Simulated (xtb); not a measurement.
# Run report: CH7NSi2, frequency calculation

CH7NSi2, computed with GFN1-xTB (xtb 6.7.1).

The geometry was optimised with GFN1-xTB.

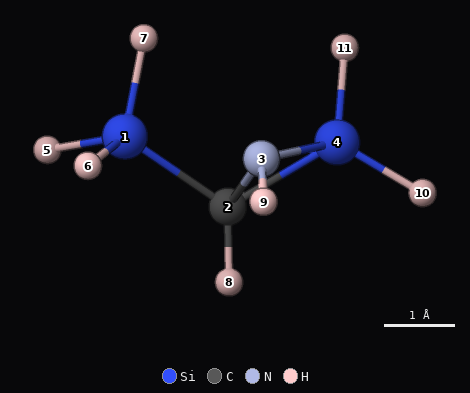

*The structure as given in the input (ball-and-stick view, seen at a tilt; atoms are numbered from 1 in the order of the input).*

Bond lengths as drawn: C–H 1.09 Å, C–N 1.64 Å, C–Si 1.84 to 1.88 Å, H–N 1.01 Å, H–Si 1.44 to 1.47 Å and N–Si 1.74 Å.

Results in brief

```json
{"quantity": "outcome", "value": "converged"}
{"quantity": "electrons treated", "value": "24"}
{"quantity": "total energy", "value": "−12.779312 hartree"}
{"quantity": "dispersion energy", "value": "−0.003925 hartree"}
{"quantity": "basis functions", "value": "42"}
{"quantity": "HOMO", "value": "−10.77 eV"}
{"quantity": "LUMO", "value": "−6.24 eV"}
{"quantity": "zero-point energy", "value": "0.070751 hartree"}
{"quantity": "dipole moment", "value": "4.33 D"}
{"quantity": "wavenumbers, lowest and highest", "value": "158 and 3433 cm⁻¹"}
{"quantity": "hardware", "value": "1 thread of Intel Xeon @ 2.50GHz (Skylake/Cascade Lake), 189 GiB of memory available, shared host"}
{"quantity": "wall time", "value": "4 s"}
{"quantity": "peak memory", "value": "0.073 GiB"}
```

Input file (start.xyz)
```
11

Si    -0.99490     1.10397    -0.20044
C     -0.47395    -0.70374    -0.30956
N      0.47626    -0.09344     0.87747
Si     1.35095    -0.93439    -0.36886
H     -2.10068     1.37877    -1.13541
H     -1.54056     1.45489     1.09585
H      0.06691     1.99025    -0.63652
H     -1.10862    -1.52849     0.02907
H      0.21087    -0.36198     1.81596
H      1.90261    -2.21580    -0.01056
H      2.21113    -0.09006    -1.15700
```

File xtb.inp
```
$symmetry
   desy=0.3
$end
```

Launched with:
```bash
xtb start.xyz --hess --gfn 1 --uhf 0 -I xtb.inp > xtb.out
```

The program's output
```
* xtb version 6.7.1
   ID    Z sym.   atoms
    1   14 Si     1, 4
    2    6 C      2
    3    7 N      3
    4    1 H      5-11

           -------------------------------------------------
          |                Calculation Setup                |
           -------------------------------------------------

          program call               : xtb start.xyz --hess --gfn 1 --uhf 0 -I xtb.inp
          coordinate file            : start.xyz
          omp threads                :                     1

           -------------------------------------------------
          |                 G F N 1 - x T B                 |
           -------------------------------------------------

      * Hamiltonian:
        H0-scaling (s, p, d)           1.850000    2.250000    2.000000
        zeta-weighting                 0.000000
      * Dispersion:
        s8                             2.400000
        a1                             0.630000
        a2                             5.000000
        s9                             0.000000
      * Repulsion:
        kExp                           1.500000
        rExp                           1.000000
      * Coulomb:
        alpha                          2.000000
        third order                    atomic
        anisotropic                    false
      * Halogen bond correction:
        rad-scale                      1.300000
        damping                        0.440000

          ...................................................
          :                      SETUP                      :
          :.................................................:
          :  # basis functions                  42          :
          :  # atomic orbitals                  40          :
          :  # shells                           24          :
          :  # electrons                        24          :
          :  # halogen bonds                     0          :
          :  max. iterations                   250          :
          :  Hamiltonian                  GFN1-xTB          :
          :  restarted?                      false          :
          :  GBSA solvation                  false          :
          :  PC potential                    false          :
          :  electronic temp.          300.0000000     K    :
          :  accuracy                    1.0000000          :
          :  -> integral cutoff          0.2500000E+02      :
          :  -> integral neglect         0.1000000E-07      :
          :  -> SCF convergence          0.1000000E-05 Eh   :
          :  -> wf. convergence          0.2000000E-04 e    :
          :  Broyden damping             0.4000000          :
          :  net charge                          0          :
          :  unpaired electrons                  0          :
          ...................................................

 iter      E             dE          RMSdq      gap      omega  full diag
   1    -12.8787156 -0.128787E+02  0.674E+00    4.57       0.0  T
   2    -12.9026037 -0.238882E-01  0.400E+00    4.59       1.0  T
   3    -12.9025783  0.253998E-04  0.550E-01    4.48       1.0  T
   4    -12.9043526 -0.177424E-02  0.150E-01    4.54       1.0  T
   5    -12.9044262 -0.736666E-04  0.357E-02    4.52       1.0  T
   6    -12.9044309 -0.465561E-05  0.140E-02    4.53       2.2  T
   7    -12.9044317 -0.761107E-06  0.365E-03    4.53       8.3  T
   8    -12.9044317 -0.614835E-07  0.187E-03    4.53      16.1  T
   9    -12.9044318 -0.387832E-07  0.169E-04    4.53     178.9  T
  10    -12.9044318 -0.232873E-09  0.340E-05    4.53     887.1  T

   *** convergence criteria satisfied after 10 iterations ***

         #    Occupation            Energy/Eh            Energy/eV
      -------------------------------------------------------------
         1        2.0000           -0.7432974             -20.2262
       ...           ...                  ...                  ...
         6        2.0000           -0.4811137             -13.0918
         7        2.0000           -0.4719276             -12.8418
         8        2.0000           -0.4524596             -12.3121
         9        2.0000           -0.4502618             -12.2522
        10        2.0000           -0.4419288             -12.0255
        11        2.0000           -0.4292474             -11.6804
        12        2.0000           -0.3958588             -10.7719 (HOMO)
        13                         -0.2293640              -6.2413 (LUMO)
        14                         -0.1873178              -5.0972
        15                         -0.1659248              -4.5150
        16                         -0.1402113              -3.8153
        17                         -0.1325987              -3.6082
       ...                                ...                  ...
        40                          1.7039118              46.3658
      -------------------------------------------------------------
                  HL-Gap            0.1664948 Eh            4.5306 eV
             Fermi-level           -0.3126114 Eh           -8.5066 eV

 SCC (total)                   0 d,  0 h,  0 min,  0.198 sec
 SCC setup                      ...        0 min,  0.000 sec (  0.099%)
 Dispersion                     ...        0 min,  0.000 sec (  0.044%)
 classical contributions        ...        0 min,  0.000 sec (  0.016%)
 integral evaluation            ...        0 min,  0.067 sec ( 33.591%)
 iterations                     ...        0 min,  0.042 sec ( 21.108%)
 molecular gradient             ...        0 min,  0.083 sec ( 41.608%)
 printout                       ...        0 min,  0.007 sec (  3.515%)

         :::::::::::::::::::::::::::::::::::::::::::::::::::::
         ::                     SUMMARY                     ::
         :::::::::::::::::::::::::::::::::::::::::::::::::::::
         :: total energy             -12.779312032642 Eh    ::
         :: gradient norm              0.000073388963 Eh/a0 ::
         :: HOMO-LUMO gap              4.530553368152 eV    ::
         ::.................................................::
         :: SCC energy               -12.904431752927 Eh    ::
         :: -> electrostatic           0.018326961007 Eh    ::
         :: repulsion energy           0.129045044137 Eh    ::
         :: dispersion energy         -0.003925323852 Eh    ::
         :: halogen bond corr.         0.000000000000 Eh    ::
         :: add. restraining           0.000000000000 Eh    ::
         :: total charge              -0.000000000000 e     ::
         :::::::::::::::::::::::::::::::::::::::::::::::::::::

           -------------------------------------------------
          |                Numerical Hessian                |
           -------------------------------------------------
step length          :   0.00500
SCC accuracy         :   0.30000
Hessian scale factor :   1.00000
frozen atoms in %    :   0.00000    0
RMS gradient         :   0.00007
estimated CPU  time      0.03 min

writing file <hessian>.

 projected vibrational frequencies (cm⁻¹)
eigval :       -0.00    -0.00     0.00     0.00     0.00     0.00
eigval :      157.66   209.46   295.95   443.47   513.83   534.71
eigval :      590.12   618.33   638.30   679.89   729.02   791.13
eigval :      807.76   838.98   874.36   900.56   940.48   974.25
eigval :      987.17  1075.64  2092.34  2209.68  2221.01  2264.45
eigval :     2267.65  2966.80  3432.97
           -------------------------------------------------
          |                Property Printout                |
           -------------------------------------------------

    * Orbital Energies and Occupations

         #    Occupation            Energy/Eh            Energy/eV
      -------------------------------------------------------------
         1        2.0000           -0.7432974             -20.2262
         2        2.0000           -0.6219540             -16.9242
         3        2.0000           -0.6083036             -16.5528
         4        2.0000           -0.5674537             -15.4412
         5        2.0000           -0.5336495             -14.5213
         6        2.0000           -0.4811133             -13.0918
         7        2.0000           -0.4719276             -12.8418
         8        2.0000           -0.4524595             -12.3120
         9        2.0000           -0.4502618             -12.2522
        10        2.0000           -0.4419290             -12.0255
        11        2.0000           -0.4292473             -11.6804
        12        2.0000           -0.3958587             -10.7719 (HOMO)
        13                         -0.2293636              -6.2413 (LUMO)
        14                         -0.1873175              -5.0972
        15                         -0.1659243              -4.5150
        16                         -0.1402110              -3.8153
        17                         -0.1325985              -3.6082
        18                         -0.1302916              -3.5454
        19                         -0.1084779              -2.9518
        20                         -0.0905386              -2.4637
        21                         -0.0761337              -2.0717
        22                         -0.0703007              -1.9130
        23                         -0.0414092              -1.1268
       ...                                ...                  ...
        40                          1.7039120              46.3658
      -------------------------------------------------------------
                  HL-Gap            0.1664952 Eh            4.5306 eV
             Fermi-level           -0.3126112 Eh           -8.5066 eV

  Mulliken/CM5 charges         n(s)   n(p)   n(d)
     1Si    0.21426 -0.07179   1.231  1.889  0.665
     2C    -0.09049 -0.03430   1.098  2.992  0.000
     3N    -0.37222 -0.66148   1.492  3.880  0.000
     4Si    0.33606  0.14367   1.238  1.740  0.686
     5H    -0.10213 -0.01924   1.102  0.000  0.000
     6H    -0.08075  0.01097   1.081  0.000  0.000
     7H    -0.07607  0.01601   1.076  0.000  0.000
     8H     0.04018  0.10504   0.960  0.000  0.000
     9H     0.21731  0.41211   0.783  0.000  0.000
    10H    -0.04809  0.04417   1.048  0.000  0.000
    11H    -0.03806  0.05484   1.038  0.000  0.000

Wiberg/Mayer (AO) data.
largest (>0.10) Wiberg bond orders for each atom

 ---------------------------------------------------------------------------
     #   Z sym  total        # sym  WBO       # sym  WBO       # sym  WBO
 ---------------------------------------------------------------------------
     1  14 Si   4.355 --     2 C    0.940     6 H    0.939     5 H    0.932
                             7 H    0.931     3 N    0.432     4 Si   0.140
     2   6 C    3.792 --     4 Si   1.064     1 Si   0.940     8 H    0.928
                             3 N    0.771
     3   7 N    3.314 --     4 Si   1.169     9 H    0.909     2 C    0.771
                             1 Si   0.432
     4  14 Si   4.315 --     3 N    1.169     2 C    1.064    10 H    0.926
                            11 H    0.925     1 Si   0.140
     5   1 H    0.984 --     1 Si   0.932
     6   1 H    0.988 --     1 Si   0.939
     7   1 H    0.988 --     1 Si   0.931
     8   1 H    1.002 --     2 C    0.928
     9   1 H    0.958 --     3 N    0.909
    10   1 H    0.996 --     4 Si   0.926
    11   1 H    0.995 --     4 Si   0.925
 ---------------------------------------------------------------------------

Topologies differ in total number of bonds
Writing topology from bond orders to xtbtopo.mol

 dipole moment from electron density (au)
     X       Y       Z
   0.9318  -1.3211   0.5367  total (Debye):    4.330

           -------------------------------------------------
          |               Frequency Printout                |
           -------------------------------------------------
 projected vibrational frequencies (cm⁻¹)
eigval :       -0.00    -0.00     0.00     0.00     0.00     0.00
eigval :      157.66   209.46   295.95   443.47   513.83   534.71
eigval :      590.12   618.33   638.30   679.89   729.02   791.13
Molecule has no symmetry elements
It seems to be the C1 point group
eigval :      807.76   838.98   874.36   900.56   940.48   974.25
eigval :      987.17  1075.64  2092.34  2209.68  2221.01  2264.45
eigval :     2267.65  2966.80  3432.97
 reduced masses (amu)
   1: 20.37   2: 21.57   3: 21.75   4: 21.73   5: 11.67   6: 22.08   7: 17.57   8: 15.22
   9:  2.32  10:  6.34  11:  5.24  12: 11.88  13:  5.82  14:  4.75  15:  5.54  16:  6.00
  17:  9.89  18:  7.38  19:  4.93  20:  2.34  21:  7.55  22:  3.37  23:  2.60  24: 11.00
  25:  1.84  26:  4.08  27:  1.83  28:  1.48  29:  2.08  30:  2.03  31:  1.74  32:  1.84
  33:  1.90
 IR intensities (km·mol⁻¹)
   1:  1.29   2:  1.93   3:  0.10   4:  4.40   5:  1.43   6:  1.84   7:  1.58   8: 78.41
   9:  3.39  10: 12.13  11: 72.21  12: 19.78  13: 35.10  14:286.89  15:416.12  16:115.54
  17: 33.83  18:246.01  19:311.52  20: 65.40  21: 45.02  22:358.67  23:432.94  24:233.39
  25: 86.97  26: 42.26  27:327.74  28:115.71  29:301.09  30:288.85  31:177.62  32: 20.59
  33:  2.79
 Raman intensities (Ä⁴*amu⁻¹)
   1:  0.00   2:  0.00   3:  0.00   4:  0.00   5:  0.00   6:  0.00   7:  0.00   8:  0.00
   9:  0.00  10:  0.00  11:  0.00  12:  0.00  13:  0.00  14:  0.00  15:  0.00  16:  0.00
  17:  0.00  18:  0.00  19:  0.00  20:  0.00  21:  0.00  22:  0.00  23:  0.00  24:  0.00
  25:  0.00  26:  0.00  27:  0.00  28:  0.00  29:  0.00  30:  0.00  31:  0.00  32:  0.00
  33:  0.00
 output can be read by thermo (or use thermo option).
 writing <g98.out> molden fake output.
 recommended (thermochemical) frequency scaling factor: 1.0
           -------------------------------------------------
          |             Thermodynamic Functions             |
           -------------------------------------------------

c1  symmetry found (for desy threshold:  0.30E+00) used in thermo

          ...................................................
          :                      SETUP                      :
          :.................................................:
          :  # frequencies                          27      :
          :  # imaginary freq.                       0      :
          :  linear?                             false      :
          :  only rotor calc.                    false      :
          :  symmetry                               c1      :
          :  rotational number                       1      :
          :  scaling factor                  1.0000000      :
          :  rotor cutoff                   50.0000000 cm⁻¹ :
          :  imag. cutoff                  -20.0000000 cm⁻¹ :
          :.................................................:

    mode    ω/cm⁻¹     T·S(HO)/kcal·mol⁻¹    T·S(FR)/kcal·mol⁻¹   T·S(vib)
   ------------------------------------------------------------------------
       1    157.66    -0.76853 ( 99.00%)    -0.71611 (  1.00%)    -0.76801
       2    209.46    -0.61072 ( 99.68%)    -0.63200 (  0.32%)    -0.61079
       3    295.95    -0.42925 ( 99.92%)    -0.52966 (  0.08%)    -0.42933
   ------------------------------------------------------------------------

   temp. (K)  partition function   enthalpy   heat capacity  entropy
                                   cal/mol     cal/K/mol   cal/K/mol   J/K/mol
 298.15  VIB   7.37                 2168.477     18.300     11.241
         ROT  0.916E+05              888.752      2.981     25.686
         INT  0.675E+06             3057.229     21.280     36.927
         TR   0.816E+27             1481.254      4.968     39.361
         TOT                        4538.4831    26.2486    76.2880   319.1891

       T/K    H(0)-H(T)+PV         H(T)/Eh          T*S/Eh         G(T)/Eh
   ------------------------------------------------------------------------
    298.15    0.723253E-02    0.779833E-01    0.362469E-01    0.417364E-01
   ------------------------------------------------------------------------

         :::::::::::::::::::::::::::::::::::::::::::::::::::::
         ::                  THERMODYNAMIC                  ::
         :::::::::::::::::::::::::::::::::::::::::::::::::::::
         :: total free energy         -12.737575672107 Eh   ::
         ::.................................................::
         :: total energy              -12.779312032648 Eh   ::
         :: zero point energy           0.070750731896 Eh   ::
         :: G(RRHO) w/o ZPVE           -0.029014371354 Eh   ::
         :: G(RRHO) contrib.            0.041736360541 Eh   ::
         :::::::::::::::::::::::::::::::::::::::::::::::::::::

           -------------------------------------------------
          | TOTAL ENERGY              -12.779312032648 Eh   |
          | TOTAL ENTHALPY            -12.701328767515 Eh   |
          | TOTAL FREE ENERGY         -12.737575672107 Eh   |
          | GRADIENT NORM               0.000073580683 Eh/α |
          | HOMO-LUMO GAP               4.530564371679 eV   |
           -------------------------------------------------

------------------------------------------------------------------------
------------------------------------------------------------------------
 total:
 *  cpu-time:     0 d,  0 h,  0 min,  1.766 sec
 * ratio c/w:     0.488 speedup
 SCF:
 *  cpu-time:     0 d,  0 h,  0 min,  0.045 sec
 * ratio c/w:     0.227 speedup
 analytical hessian:
 *  cpu-time:     0 d,  0 h,  0 min,  1.699 sec
 * ratio c/w:     0.503 speedup
```

Standard error
```
normal termination of xtb
```

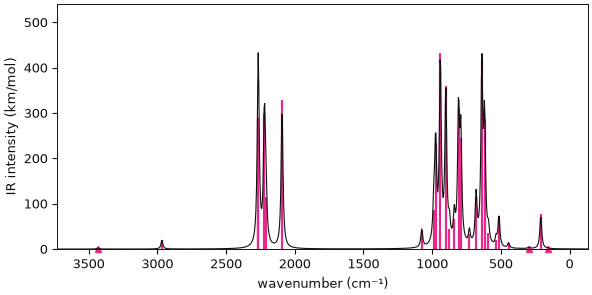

*Harmonic infrared spectrum, unscaled: sticks (degenerate modes added up, dark ones marked on the axis) with a Lorentzian envelope of 16 cm⁻¹ full width, scaled to the tallest stick.*

27 modes from 158 to 3433 cm⁻¹, none imaginary. The strongest line is at 940 cm⁻¹ (433 km/mol).

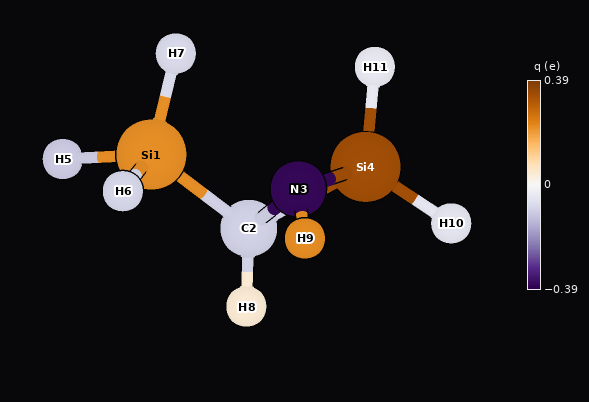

*Mulliken charges, as the colour of each atom (ball-and-stick view, seen at a tilt; atoms are numbered from 1 in the order of the input).*

By element: Si +0.21 to +0.34, C −0.09, N −0.37 and H −0.10 to +0.22 e.
